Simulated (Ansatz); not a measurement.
In doubt: masses and optical values from hybrid runs of this build are listed as unsure (in some of the runs), which bears on the screening that GW takes from such a start.

System: BO (GaSe-type monolayer).

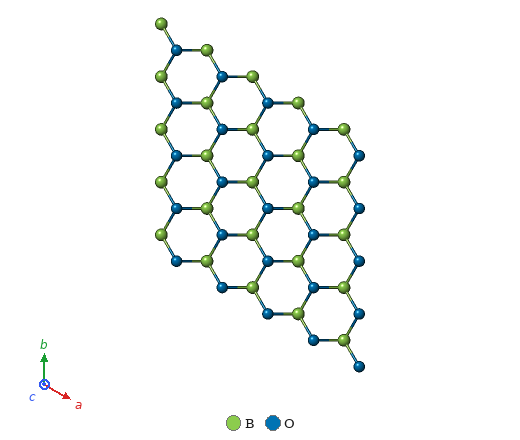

The structure (boron green, oxygen blue). 5×5×1 cells are drawn.

The cell holds 4 atoms: 2 B and 2 O. Cell: a = 2.442 Å, b = 2.442 Å, c = 29.000 Å, α = 90.0°, β = 90.0°, γ = 120.0°. Vacuum lies along c.

```xyz
4
Lattice="2.4422 0.0000 0.0000 -1.2211 2.1150 0.0000 0.0000 0.0000 29.0000" Properties=species:S:1:pos:R:3
B     0.0000    1.4100   15.3861
B     0.0000    1.4100   13.6139
O     1.2211    0.7050   15.9615
O     1.2211    0.7050   13.0385
```

The structure was relaxed with PBE. The runs that relaxed it are not among those shown.

Gaps computed with Ansatz 0.2.0 without a self-energy: HSE06 6.29 eV, r2SCAN 5.33 eV and PBE0 7.08 eV.

Q: What gap should G0W0 on HSE06 give (9×9×1 mesh, 134 empty bands, screening to 54 eV, PAW set soft_1 files)?

About 8.21 eV: on its mesh the run moves the gap from 6.38 eV by +1.83 eV. A band edge moves to another state on the way. Among the scalar-relativistic levels given, PBE0 is nearest (−1.13 eV). Bands and cutoff are finite, so the gap is not at the basis limit. The miss can reach some tenths of an eV and take either sign; the mesh is an error of its own. The mesh in the plane is coarse for a sheet; gap and any exciton binding can still move on denser ones.

[Paths, hosts, dates, memory and timing lines, banners, echoed tables and standing remarks are left out of the program output.]

[Logs are printed without paths, hosts, clocks, repeated set-up lines and the standing remarks that a program may print on its own settings, such as how far it seeks lower states.]

[Runs of the session that timed out or met a known fault of the program may be left out.]

[Cells called generated may have been cut or substituted from an entry of the Crystallography Open Database or the Materials Project.]

[Hosts, paths, dates, database ids (printed as entryN), source tags and the programs' standing remarks are cut or masked in the printed files.]
